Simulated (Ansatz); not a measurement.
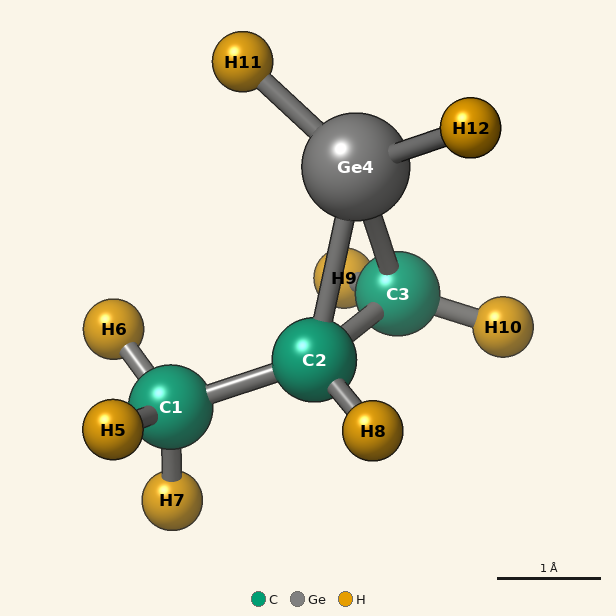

Orthographic view. Distant atoms are faded towards the background colour. Computed geometry: PBE0-D4/def2-TZVP optimisation. No frequency run is at hand to confirm it as a minimum.

Write a Z-matrix (Å, degrees) in the order of the atom numbers, with these reference atoms: 2 to 1; 3 to 2, 1; 4 to 3, 2, 1; 5 to 1, 2, 3; 6 to 1, 5, 2; 7 to 1, 5, 6; 8 to 2, 1, 5; 9 to 3, 2, 8; 10 to 3, 9, 2; 11 to 4, 3, 10; 12 to 4, 11, 3.

```
C  
C    1   1.505
C    2   1.524   1   118.2
Ge   3   1.947   2    67.1   1   114.5
H    1   1.092   2   111.6   3  -166.3
H    1   1.094   5   107.5   2  -122.5
H    1   1.097   5   108.0   6  -115.4
H    2   1.087   1   114.1   5    55.4
H    3   1.086   2   116.2   8   142.7
H    3   1.085   9   113.2   2   140.6
H    4   1.524   3   117.4  10   146.1
H    4   1.523  11   117.5   3   151.0
```
